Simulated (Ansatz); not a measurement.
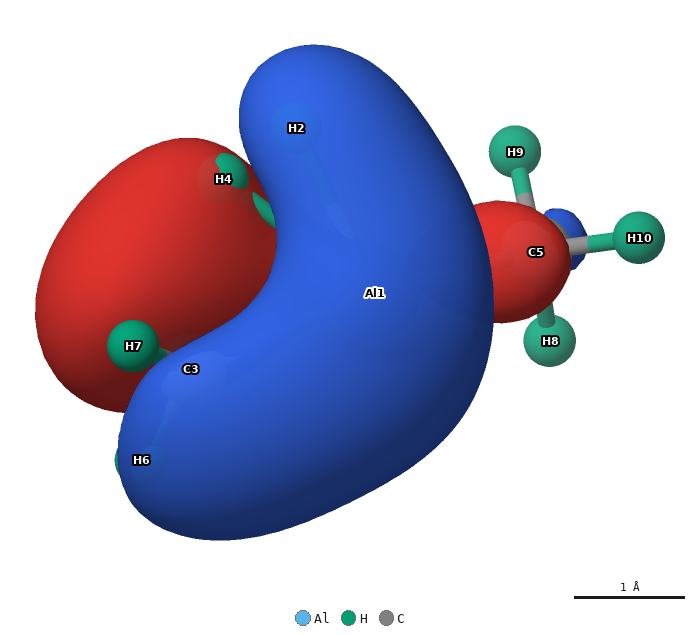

Figure. C2H7Al. One frontier orbital at ±0.1 Å⁻³ᐟ² (red and blue are the two phases), seen at a tilt.

A transition-state structure; geometry: PBE0-D4/def2-TZVP.

Level of theory: RKS PBE0-D4/def2-TZVPP (Ansatz).

Input

```
crystal:
  periodic: [false, false, false]
  atoms:
    - {symbol: Al, position_ang: [0.083841, 0.413135, 0.049361]}
    - {symbol: H, position_ang: [0.964679, 0.225792, -1.516076]}
    - {symbol: C, position_ang: [-1.397109, 0.706490, -0.995349]}
    - {symbol: H, position_ang: [0.081992, -0.011037, -1.655528]}
    - {symbol: C, position_ang: [0.879798, -0.653660, 1.468557]}
    - {symbol: H, position_ang: [-2.450444, 0.575758, -0.749879]}
    - {symbol: H, position_ang: [-1.269498, 1.365422, -1.856484]}
    - {symbol: H, position_ang: [0.134666, -0.888459, 2.233944]}
    - {symbol: H, position_ang: [1.262156, -1.596111, 1.066397]}
    - {symbol: H, position_ang: [1.709918, -0.137431, 1.955358]}
basis:
  gaussian: {orbitals: def2-TZVPP}
hamiltonian: {xc: pbe0, dispersion: d4}
output: {orbitals: {seedname: orbitals}}
```

Run with:

```sh
ansatz run in.yaml --threads 2 --pin off --events-out ev --progress --plain --max-ram 4352MiB
```

Which orbital is it: HOMO or LUMO?

The HOMO, at −5.71 eV. By Hirshfeld shares it lies mainly on C3 (about 45 %), Al1 (about 30 %), H2 (about 5 %) and H4 (about 5 %).
